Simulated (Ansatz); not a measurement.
# O2: ladder of methods at one geometry in Python

How do the methods compare on O2, in result and in cost? Aim: a ladder of methods at one geometry, for O2, run from a script.

Program: Ansatz 0.2.0 through its Python package. The levels of theory stand in the script. These are calculated values, not measurements.

### 1 The system

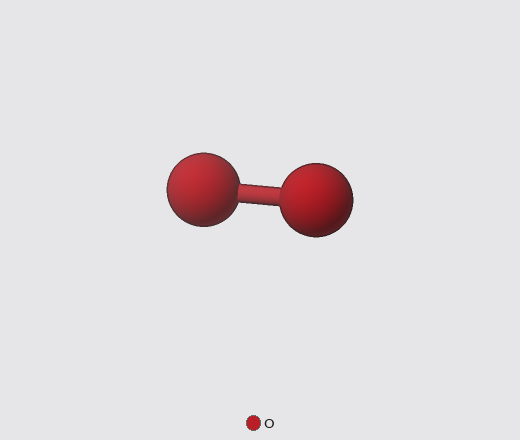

The starting structure, viewed from a chosen angle; oxygen red.

The script holds or builds the structure itself.

### 2 The script

File methods_o2.py:

```python
"""O2 at several levels of theory."""

import ansatz as az
from ase import Atoms


def main() -> None:
    atoms = Atoms(["O", "O"], positions=[
        [0.0, 0.0, 0.0],
        [0.0, 0.0, 1.2],
    ])
    mol = az.Crystal.molecule_from_ase(atoms)

    job = (
        mol.calculation()
        .basis(gaussian="def2-SVP")  # atom-centred Gaussian functions
        .spin("collinear", total=2)
        .accuracy("medium")
    )

    methods = ["mp2", "ccsd", "ccsd_t", "ccsdt"]
    reports = [job.correlation(m).run().report for m in methods]
    print(f"Hartree-Fock reference {reports[0]['reference_energy_ev'] / 27.211386246:.6f} Ha")
    best = reports[-1]["free_energy_ev"] - reports[-1]["reference_energy_ev"]
    for method, each in zip(methods, reports):
        gained = each["free_energy_ev"] - each["reference_energy_ev"]
        print(f"{method:8s} total {each['free_energy_ev'] / 27.211386246:.6f} Ha  correlation {gained:9.4f} eV  ({100 * gained / best:.1f} % of the last)")


if __name__ == "__main__":
    main()
```

### 3 The run

Run with:

```sh
python methods_o2.py
```

Standard output:

```text
Hartree-Fock reference -149.491833 Ha
mp2      total -149.833865 Ha  correlation   -9.3071 eV  (96.0 % of the last)
ccsd     total -149.838310 Ha  correlation   -9.4281 eV  (97.3 % of the last)
ccsd_t   total -149.847840 Ha  correlation   -9.6874 eV  (99.9 % of the last)
ccsdt    total -149.848044 Ha  correlation   -9.6930 eV  (100.0 % of the last)
```

It took 3.7 s on 1 thread of Arm Neoverse V1, shared host; peak memory 0.19 GiB.

### 4 The runs side by side

One row for each of the 4 runs:

| run | method | energy (eV) | <S²> | iterations in all | CPU time (s) |
| --- | --- | --- | --- | --- | --- |
| 1 | mp2 | -4077.1872 | 2.03 | 22 | 0.09 |
| 2 | ccsd | -4077.3081 | 2.03 | 28 | 0.29 |
| 3 | ccsd_t | -4077.5674 | 2.03 | 28 | 0.53 |
| 4 | ccsdt | -4077.5730 | 2.03 | 28 | 2.3 |

Correlation energies (total less mean field):

| method | correlation (eV) | share of the last | miss against the last (eV) | CPU time (s) |
| --- | --- | --- | --- | --- |
| mp2 | -9.307 | 96.0 % | +0.386 | 0.09 |
| ccsd | -9.428 | 97.3 % | +0.265 | 0.29 |
| ccsd_t | -9.687 | 99.9 % | +0.006 | 0.53 |
| ccsdt | -9.693 | 100.0 % | +0.000 | 2.3 |

### 5 Outcome

| quantity | value |
| --- | --- |
| runs compared | 4 |
| correlation energy, last run | -9.693 eV |

**Reading.** mp2 catches 96 % of the correlation energy of ccsdt. The geometry is a force-field or estimated start, not a minimum of this method, and the basis set is short of its limit. A lower total doesn't mark the better method: functionals have no common bound, and MP2 and coupled cluster aren't variational. The species is open-shell (spin multiplicity 3). Inner cores stay frozen, so this is valence correlation.
